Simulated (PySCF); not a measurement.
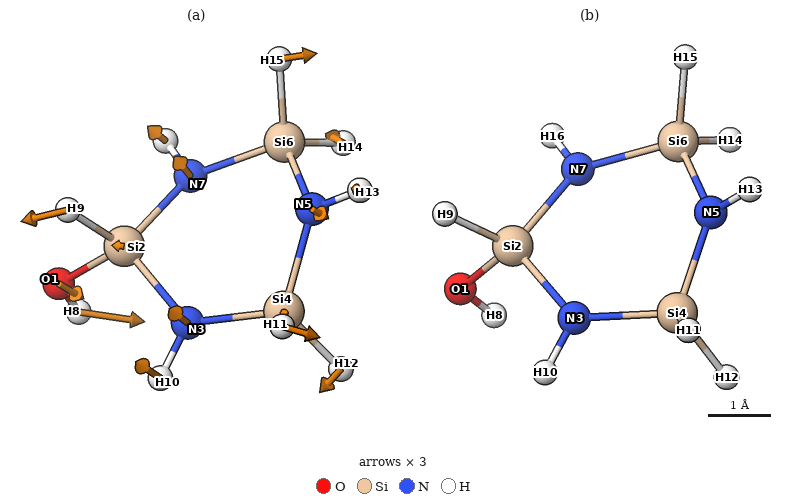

The structure of Si3N3H9O before (left) and after (right) a relaxation, at one scale. The orange arrows give the displacements, magnified 3 times.

Style: ball-and-stick. Shown at a tilt.

The start comes from GFN2-xTB.

All numbers below come from PySCF 2.14.0, density-fitted response routines, PBE0-D3(BJ)/def2-SVP geometry optimisation, gas phase. 

What changed between the two?

After 9 geometry steps the energy has fallen by 0.171 eV. The largest force component goes from 0.89 to 0.019 eV/Å. H8 moves most after the best rigid fit: 0.37 Å. Largest moves by element: H 0.37 Å, O 0.23 Å, N 0.23 Å, Si 0.07 Å. Some distances before and after: O1–Si2 1.629 → 1.665 Å, Si4–H11 1.470 → 1.498 Å, Si2–H9 1.459 → 1.485 Å, N3–Si4 1.724 → 1.737 Å. Bond angles that change, for instance: Si2–O1–H8 119.8° → 114.9°, H14–Si6–H15 111.2° → 106.3°, Si2–N7–Si6 127.1° → 131.5°. The run took about 110 core-seconds on a shared host.
